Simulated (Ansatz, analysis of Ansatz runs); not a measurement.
# SrWO4 (I4_1/a): a line between two W sites for an added electron, part 2 of 3

Aim: the energy barrier that a trapped electron meets when it moves from one W atom to another one nearby in SrWO4 (I4_1/a). The model is a cell of 96 host atoms.

Ansatz 0.2.0; plane-wave PAW DFT, PBEsol+U; relaxation of all atoms of a supercell at fixed charge in a uniform background; PAW set soft_1.

So far. Step 2 (The cell without the carrier): The largest displacement from an ideal site is 0.008 Å.

**3. The electron on the first site**

The nearest neighbour or neighbours of the site start displaced and the site's starting moment is changed by the carrier's spin, since a carrier doesn't trap itself in the undistorted lattice.

A.relax/input.yaml

```yaml
crystal:
  lattice:
    - [10.81023386, 0.0, 0.0]
    - [0.0, 10.81023386, 0.0]
    - [0.0, 0.0, 11.836472]
  atoms:
    - { symbol: Sr, position: [-6.2e-05, 0.249759, 0.250007] }
    - { symbol: Sr, position: [0.249886, -9.9e-05, 0.749948] }
[... 1 atom line left out ...]
    - { symbol: Sr, position: [0.24986, 0.249862, 0.499887] }
[... 4 atom lines left out ...]
    - { symbol: O, position: [0.117343, 0.427529, 0.583486] }
[... 1 atom line left out ...]
    - { symbol: O, position: [0.071946, 0.3675, 0.833453] }
    - { symbol: O, position: [0.322191, 0.117493, 0.333455] }
    - { symbol: O, position: [0.177524, 0.382255, 0.333602] }
    - { symbol: O, position: [0.427601, 0.132167, 0.833453] }
[... 1 atom line left out ...]
    - { symbol: O, position: [0.382178, 0.072019, 0.583378] }
    - { symbol: O, position: [0.117514, 0.177601, 0.666355] }
[... 2 atom lines left out ...]
    - { symbol: O, position: [0.322037, 0.367418, 0.916424] }
[... 1 atom line left out ...]
    - { symbol: O, position: [0.423563, 0.375709, 0.411614] }
[... 1 atom line left out ...]
    - { symbol: O, position: [0.382056, 0.32206, 0.666263] }
[... 1 atom line left out ...]
    - { symbol: Sr, position: [0.249695, 0.499769, 0.749922] }
[... 1 atom line left out ...]
    - { symbol: Sr, position: [0.249829, 0.749912, 0.499949] }
[... 7 atom lines left out ...]
    - { symbol: O, position: [0.322157, 0.617567, 0.333508] }
[... 1 atom line left out ...]
    - { symbol: O, position: [0.427489, 0.631984, 0.833577] }
[... 1 atom line left out ...]
    - { symbol: O, position: [0.375382, 0.576067, 0.588095] }
    - { symbol: O, position: [0.117396, 0.677614, 0.666383] }
[... 6 atom lines left out ...]
    - { symbol: O, position: [0.382139, 0.82205, 0.666468] }
    - { symbol: Sr, position: [0.499928, 0.249837, 0.249907] }
    - { symbol: Sr, position: [0.749796, -0.000131, 0.749914] }
[... 1 atom line left out ...]
    - { symbol: Sr, position: [0.749784, 0.249841, 0.49989] }
    - { symbol: W, position: [0.499774, 0.249845, 0.749812] }
[... 1 atom line left out ...]
    - { symbol: W, position: [0.499896, -0.000152, 0.499794] }
[... 1 atom line left out ...]
    - { symbol: O, position: [0.623916, 0.423581, 0.588206] }
[... 1 atom line left out ...]
    - { symbol: O, position: [0.572014, 0.367505, 0.833404] }
[... 1 atom line left out ...]
    - { symbol: O, position: [0.677616, 0.382171, 0.333595] }
[... 2 atom lines left out ...]
    - { symbol: O, position: [0.882194, 0.072257, 0.583616] }
    - { symbol: O, position: [0.617409, 0.177526, 0.666228] }
[... 1 atom line left out ...]
    - { symbol: O, position: [0.572127, 0.11754, 0.41621] }
    - { symbol: O, position: [0.822083, 0.367349, 0.916363] }
    - { symbol: O, position: [0.677684, 0.132012, 0.916384] }
    - { symbol: O, position: [0.927491, 0.382285, 0.41622] }
[... 1 atom line left out ...]
    - { symbol: O, position: [0.882058, 0.322076, 0.666301] }
[... 1 atom line left out ...]
    - { symbol: Sr, position: [0.74985, 0.499718, 0.749899] }
    - { symbol: Sr, position: [0.499833, 0.499682, -4.3e-05] }
    - { symbol: Sr, position: [0.749837, 0.749886, 0.500005] }
    - { symbol: W, position: [0.499736, 0.749743, 0.75008] }
    - { symbol: W, position: [0.749957, 0.499826, 0.250058] }
    - { symbol: W, position: [0.499734, 0.499892, 0.499949], spin: 1.0 }
[... 1 atom line left out ...]
    - { symbol: O, position: [0.617571, 0.9276, 0.583387] }
[... 6 atom lines left out ...]
    - { symbol: O, position: [0.882089, 0.572156, 0.583424] }
    - { symbol: O, position: [0.617344, 0.677527, 0.666413] }
[... 1 atom line left out ...]
    - { symbol: O, position: [0.576081, 0.624122, 0.411786] }
[... 1 atom line left out ...]
    - { symbol: O, position: [0.677629, 0.631984, 0.916323] }
[... 2 atom lines left out ...]
    - { symbol: O, position: [0.882157, 0.822179, 0.666454] }
total_charge: -1
basis:
  ecutwfc: 420
  xc_grid: 2
hamiltonian:
  xc: pbesol
  hubbard:
    sites: [{ species: W, l: d, u_eff: 4.0 }]
    projectors: ortho-atomic
  pseudopotentials: { kind: paw, azcp: { folder: soft_1 }, xc_functional: pbe }
kpoints:
  mp_grid: { grid: [1, 1, 1] }
magnetization:
  spin_polarized: true
  initial_magnetization: 1
  spin_locking: { lock_magnetization: hard }
scf:
  occupations: { method: fermi_dirac, width: 0.01 }
  max_iter: 120
  lower_state_search: "off"
output:
  forces: true
relax:
  f_tol: 0.015
  max_steps: 70
  escape_saddle: false
checkpoint:
  write: "../A.relax.run"
  compress: false
  write_wavefunctions: true
  write_every: 100000
```

Run with:

```bash
ansatz run input.yaml --threads 32 --pin off --max-ram 84787MiB --backend cuda --events-out ev --progress --plain --runs-dir out --max-vram 78GiB
```

Numbers of over 12 decimals in the logs are rounded to 6 here.

Log:

```text
[...]
Crystal: 96 atoms, lattice volume = 1383.224 Å³
Basis set: ecut = 420 eV, 27063 PW (Γ), exchange–correlation on 150×150×160 points (8 copies of the dense FFT grid, shifted against one another)
Bands: 481, of which v1, the nominal top of the filled ones, is band 385 counted from 1 (384 counted from 0)
Symmetry: 1 space group operations
[...]
k-points: 1
[...]
Starting moments: Σ|m| = 1 μB on 1 of 96 sites
[...]
SCF iter   1: F=—  HF=-255967.926797 eV  |Δ(HF+E_count)|=         —  Δρ=4.65e-2 (↑4.65e-2 ↓4.60e-2)  dr2=2.51e2  dr2_m=1.99e-1  M=1.000 μB ∫|m|=1.231 μB  Hψ=5492
[...]
spin=Collinear: Kerker preconditioning applied to the charge; magnetization (m = ρ↑ − ρ↓) channel mixes plain (no charge-response kernel on spin).
SCF iter   2: F=—  HF=-255937.984185 eV  |Δ(HF+E_count)|=    2.99e1  Δρ=3.09e-2 (↑3.09e-2 ↓3.05e-2)  dr2=1.30e2  dr2_m=1.51e-1  M=1.000 μB ∫|m|=1.195 μB  Hψ=1544
SCF iter   3: F=—  HF=-255903.693762 eV  |Δ(HF+E_count)|=    3.43e1  Δρ=9.06e-3 (↑9.06e-3 ↓8.89e-3)  dr2=9.51e0  dr2_m=9.17e-3  M=1.000 μB ∫|m|=1.239 μB  Hψ=2204
[...]
SCF iter  12: F=-255901.251798 eV  HF=-255901.251799 eV  |Δ(HF+E_count)|=   8.08e-6  Δρ=7.00e-6 (↑7.00e-6 ↓6.71e-6)  dr2=2.54e-6  dr2_m=1.13e-8  M=1.000 μB ∫|m|=1.124 μB  Hψ=2386
SCF 1 converged in 12 iterations: F = -255901.251798 eV  dr2 = 2.54e-6
[...]
relax step   1: F+E_penalty+E_count = -255901.25179823 eV  Δ(F+E_penalty+E_count) = +0.000e0 eV  max|allowed force component| = 9.978e-1 eV/Å  Δτ_max = 0.0000 Å  (12 SCF iters, dr2 threshold 5.63e-6 eV, accepted)
[...]
relax step   2: F+E_penalty+E_count = -255901.30239220 eV  Δ(F+E_penalty+E_count) = -5.059e-2 eV  max|allowed force component| = 6.456e-1 eV/Å  Δτ_max = 0.1415 Å  (7 SCF iters, dr2 threshold 6.22e-5 eV, accepted)
relax step   3: F+E_penalty+E_count = -255901.60509822 eV  Δ(F+E_penalty+E_count) = -3.027e-1 eV  max|allowed force component| = 1.675e-1 eV/Å  Δτ_max = 0.0657 Å  (7 SCF iters, dr2 threshold 2.60e-5 eV, accepted)
relax step   4: F+E_penalty+E_count = -255901.61516658 eV  Δ(F+E_penalty+E_count) = -1.007e-2 eV  max|allowed force component| = 8.954e-2 eV/Å  Δτ_max = 0.0112 Å  (6 SCF iters, dr2 threshold 1.89e-6 eV, accepted)
relax step   5: F+E_penalty+E_count = -255901.61866613 eV  Δ(F+E_penalty+E_count) = -3.500e-3 eV  max|allowed force component| = 2.481e-2 eV/Å  Δτ_max = 0.0148 Å  (7 SCF iters, dr2 threshold 5.40e-7 eV, accepted)
relax step   6: F+E_penalty+E_count = -255901.61946972 eV  Δ(F+E_penalty+E_count) = -8.036e-4 eV  max|allowed force component| = 2.293e-2 eV/Å  Δτ_max = 0.0078 Å  (7 SCF iters, accepted)
[...]
SCF iter   3: F=—  HF=-255901.619221 eV  |Δ(HF+E_count)|=   3.88e-5  Δρ=5.28e-5 (↑5.27e-5 ↓5.28e-5)  dr2=1.30e-4  dr2_m=2.18e-7  M=1.000 μB ∫|m|=1.109 μB  Hψ=1462
[...]
SCF iter   7: F=-255901.619895 eV  HF=-255901.619895 eV  |Δ(HF+E_count)|=  9.31e-10  Δρ=7.51e-7 (↑7.51e-7 ↓7.50e-7)  dr2=3.47e-8  dr2_m=1.13e-10  M=1.000 μB ∫|m|=1.108 μB  Hψ=2365
SCF 7 converged in 7 iterations: F = -255901.619895 eV  dr2 = 3.47e-8
relax step   7: F+E_penalty+E_count = -255901.61989499 eV  Δ(F+E_penalty+E_count) = -4.253e-4 eV  max|allowed force component| = 7.529e-3 eV/Å  Δτ_max = 0.0079 Å  (7 SCF iters, accepted)
[...]
NSCF: frozen V_eff on 1 k-points
[...]
SCF converged after 7 iterations
Stability checked in part: among states of this total moment the steps that led to this state did not find it unstable. No probe was made; neither looks for a lower state of another moment (fixed_total_moment; see scf.lower_state_search)
Magnetization: 1.0000 μB (385.0000 up, 384.0000 down)
Absolute magnetization: 1.1165 μB (∫|ρ↑−ρ↓|, with the PAW one-centre terms)
[...]
Per-site moments (μB) at R_I (Å): [(3.714312607097906e-5, 1.052644), (3.715535911683088e-5, 1.052643), (6.4606696484178e-6, 1.051640), [... 6 left out ...]
Free energy (F): -255901.619895 eV
[...]
Internal energy: -255901.619895 eV  (E = F + TS)
E sigma→0 (E₀):  -255901.619895 eV
Fermi energy:    10.777086 (↑ 10.780329, ↓ 9.135428) eV
[...]
--- Forces (eV/Å), atoms counted from 1 ---
  atom   1  Sr    -0.00194735     0.00011832     0.00319876
  atom   2  Sr     0.00021689     0.00184606    -0.00326512
  [... 4 atoms left out ...]
  [... 90 more lines of this table ...]
  max |Σ_I F_I| component: 1.56e-6 eV/Å
--- Band table (eV) ---
[...]
Occupation matrices written to <dir>
--- Relaxed structure (7 steps of the walk, 7 accepted, 0 SCFs on fresh bases) ---
  F+E_penalty+E_count = -255901.61989499 eV   max|allowed force component| = 7.529e-3 eV/Å
  atoms:
    - { symbol: Sr, position: [-0.000633, 0.249716, 0.250265] }
    - { symbol: Sr, position: [0.249782, 0.000307, 0.749607] }
    [... 4 atoms left out ...]
  [... 90 more lines of this table ...]
```

Run time: 9.1 s. Hardware: 1 × NVIDIA GB200 with 32 threads of Arm Neoverse V2, shared host; peak memory 1.8 GiB.

The steps of the relaxation:

```
step  energy less that of the first step (eV)  largest force component (eV/Å)
   1                                   0.0000                          0.9978
   2                                  -0.0506                          0.6456
   3                                  -0.3533                          0.1675
   4                                  -0.3634                          0.0895
   5                                  -0.3669                          0.0248
   6                                  -0.3677                          0.0229
   7                                  -0.3681                          0.0075
```

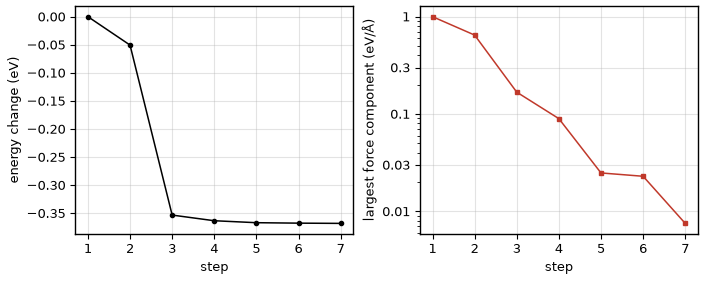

Energy and largest force along the relaxation.

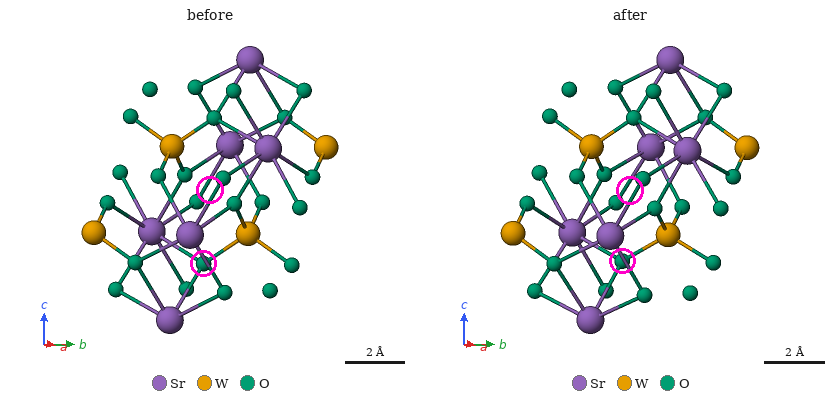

Before and after: the atoms that start within 5 Å of the centre. O22, which moves most, is ringed if it is among them. A ring with no atom in it marks the empty centre. Bonds to atoms that aren't drawn are left out.

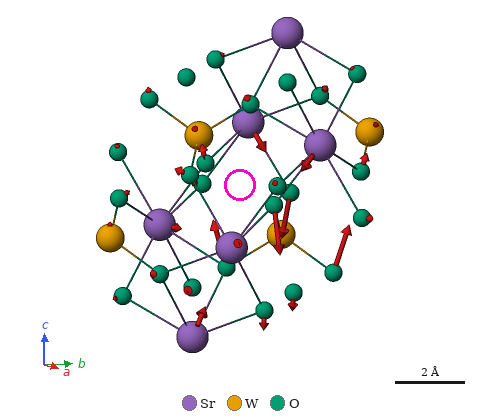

Displacements in the relaxation near the centre, exaggerated; the longest in the cell stands for 0.14 Å. A ring marks the centre wherever it is empty. Bonds to atoms that aren't drawn are left out.

The atoms that moved most (Å):

```
atom      dx      dy      dz  length
 O22   0.004  -0.044   0.128   0.135
 O57   0.045   0.003  -0.127   0.135
 O91  -0.003   0.042   0.126   0.133
 O40  -0.040  -0.003  -0.126   0.132
Sr26   0.038   0.024  -0.056   0.072
Sr49  -0.024   0.036   0.056   0.071
Sr73   0.023  -0.036   0.057   0.071
Sr74  -0.036  -0.023  -0.056   0.070
```

The moves above count from the input, in which the site's nearest neighbours were already displaced; the distances below compare with the cell without the carrier.

Distances from W79 without and with the electron:

```
atom  without (Å)  with (Å)
 O22         1.79      1.85
 O40         1.79      1.85
 O91         1.79      1.85
 O57         1.79      1.85
```

The largest changes of the moments are 0.35 μB on W79, 0.02 μB on O22 and 0.02 μB on O57. The largest part sits on the chosen site.

**4. The electron on the second site**

The same start is made on the second site, to get the end of the hop.

B.relax/input.yaml

```yaml
crystal:
  lattice:
    - [10.81023386, 0.0, 0.0]
    - [0.0, 10.81023386, 0.0]
    - [0.0, 0.0, 11.836472]
  atoms:
    - { symbol: Sr, position: [-6.2e-05, 0.249759, 0.250007] }
    - { symbol: Sr, position: [0.249886, -9.9e-05, 0.749948] }
[... 19 atom lines left out ...]
    - { symbol: O, position: [0.427541, 0.382276, 0.416261] }
[... 1 atom line left out ...]
    - { symbol: O, position: [0.375489, 0.326038, 0.661617] }
[... 15 atom lines left out ...]
    - { symbol: O, position: [0.38195, 0.57209, 0.583448] }
[... 12 atom lines left out ...]
    - { symbol: W, position: [0.499774, 0.249845, 0.749812], spin: 1.0 }
[... 3 atom lines left out ...]
    - { symbol: O, position: [0.617348, 0.427559, 0.583559] }
[... 21 atom lines left out ...]
    - { symbol: W, position: [0.499734, 0.499892, 0.499949] }
[... 16 atom lines left out ...]
    - { symbol: O, position: [0.882157, 0.822179, 0.666454] }
total_charge: -1
basis:
  ecutwfc: 420
  xc_grid: 2
hamiltonian:
  xc: pbesol
  hubbard:
    sites: [{ species: W, l: d, u_eff: 4.0 }]
    projectors: ortho-atomic
  pseudopotentials: { kind: paw, azcp: { folder: soft_1 }, xc_functional: pbe }
kpoints:
  mp_grid: { grid: [1, 1, 1] }
magnetization:
  spin_polarized: true
  initial_magnetization: 1
  spin_locking: { lock_magnetization: hard }
scf:
  occupations: { method: fermi_dirac, width: 0.01 }
  max_iter: 120
  lower_state_search: "off"
output:
  forces: true
relax:
  f_tol: 0.015
  max_steps: 70
  escape_saddle: false
checkpoint:
  write: "../B.relax.run"
  compress: false
  write_wavefunctions: true
  write_every: 100000
```

Log:

```text
[...]
Crystal: 96 atoms, lattice volume = 1383.224 Å³
Basis set: ecut = 420 eV, 27063 PW (Γ), exchange–correlation on 150×150×160 points (8 copies of the dense FFT grid, shifted against one another)
Bands: 481, of which v1, the nominal top of the filled ones, is band 385 counted from 1 (384 counted from 0)
Symmetry: 1 space group operations
[...]
k-points: 1
[...]
Starting moments: Σ|m| = 1 μB on 1 of 96 sites
[...]
SCF iter   1: F=—  HF=-255967.930068 eV  |Δ(HF+E_count)|=         —  Δρ=4.65e-2 (↑4.65e-2 ↓4.60e-2)  dr2=2.51e2  dr2_m=1.97e-1  M=1.000 μB ∫|m|=1.230 μB  Hψ=6142
[...]
SCF iter   3: F=—  HF=-255903.680271 eV  |Δ(HF+E_count)|=    3.43e1  Δρ=9.03e-3 (↑9.03e-3 ↓8.87e-3)  dr2=9.45e0  dr2_m=8.79e-3  M=1.000 μB ∫|m|=1.239 μB  Hψ=2204
[...]
Per-site moments (μB) at R_I (Å): [(1.4345166616470187e-5, 1.050067), (0.00228019, 1.006742), (3.7167412971901005e-5, 1.052643), [... 6 left out ...]
Free energy (F): -255901.619900 eV
[...]
Internal energy: -255901.619900 eV  (E = F + TS)
E sigma→0 (E₀):  -255901.619900 eV
Fermi energy:    10.777102 (↑ 10.780346, ↓ 9.135427) eV
[...]
--- Forces (eV/Å), atoms counted from 1 ---
  atom   1  Sr    -0.00005301     0.00002123    -0.00156834
  atom   2  Sr    -0.00037040    -0.00071771    -0.00251764
  [... 4 atoms left out ...]
  [... 90 more lines of this table ...]
  max |Σ_I F_I| component: 2.11e-6 eV/Å
--- Band table (eV) ---
[...]
Occupation matrices written to <dir>
--- Relaxed structure (7 steps of the walk, 7 accepted, 0 SCFs on fresh bases) ---
  F+E_penalty+E_count = -255901.61989968 eV   max|allowed force component| = 7.270e-3 eV/Å
  atoms:
    - { symbol: Sr, position: [-0.000134, 0.249804, 0.251289] }
    - { symbol: Sr, position: [0.252022, 0.002108, 0.750276] }
    [... 4 atoms left out ...]
  [... 90 more lines of this table ...]
[key lines of the parts left out:]
SCF converged after 7 iterations
Magnetization: 1.0000 μB (385.0000 up, 384.0000 down)
```

Wall time 9.3 s (1 × NVIDIA GB200 with 32 threads); peak memory 1.9 GiB; 37 s of CPU time.

Distances from W53 without and with the electron:

```
atom  without (Å)  with (Å)
 O24         1.79      1.85
 O59         1.79      1.85
 O14         1.79      1.85
 O65         1.79      1.85
```

The largest changes of the moments are 0.35 μB on W53, 0.02 μB on O14 and 0.02 μB on O59. The largest part sits on the chosen site.

(Continued in part 3 of 3.)

[Logs are printed without paths, hosts, clocks, repeated set-up lines and the standing remarks that a program may print on its own settings, such as how far it seeks lower states.]

[Hosts, paths, dates, database ids (printed as entryN), source tags and the programs' standing remarks are cut or masked in the printed files.]
